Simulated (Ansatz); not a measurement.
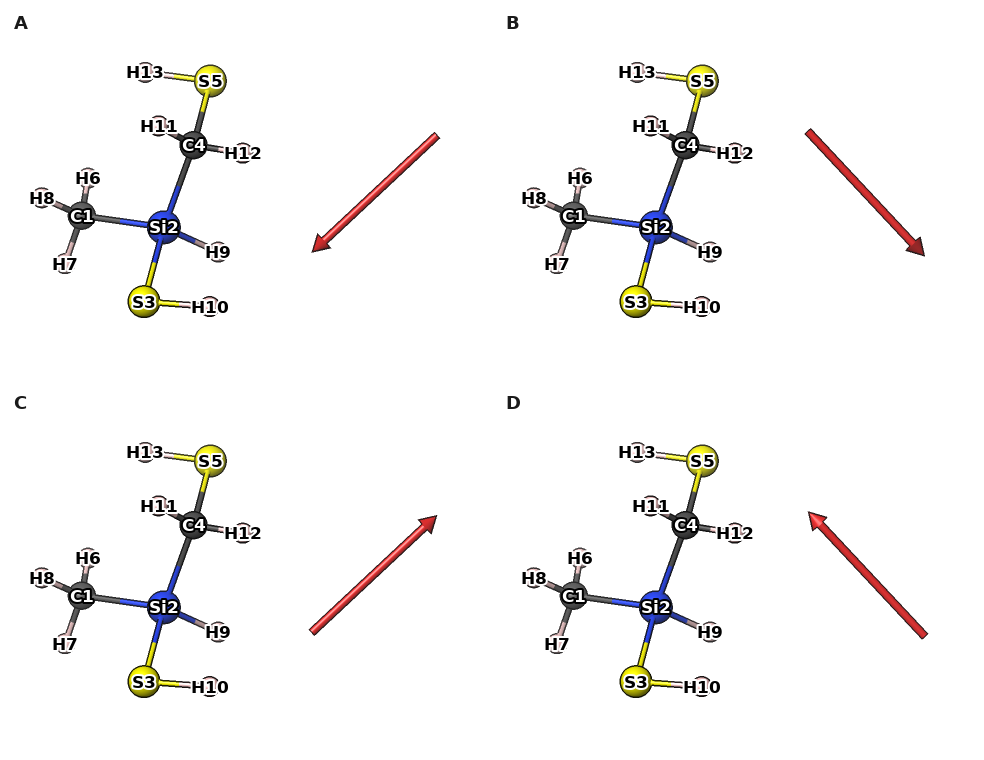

The same molecule four times, each with an arrow. Computed geometry: PBE-D4/def2-SVP optimisation. No frequency run is at hand to confirm it as a minimum. Properties computed with RKS PBE-D4/def2-SVP (Ansatz 0.2.0).

Question: Which arrow points along the dipole moment, from the negative to the positive end?

Answer: D. The dipole moment is 0.60 D; it points from the side of H10 to the side of H13 (the outermost atoms at the two ends).
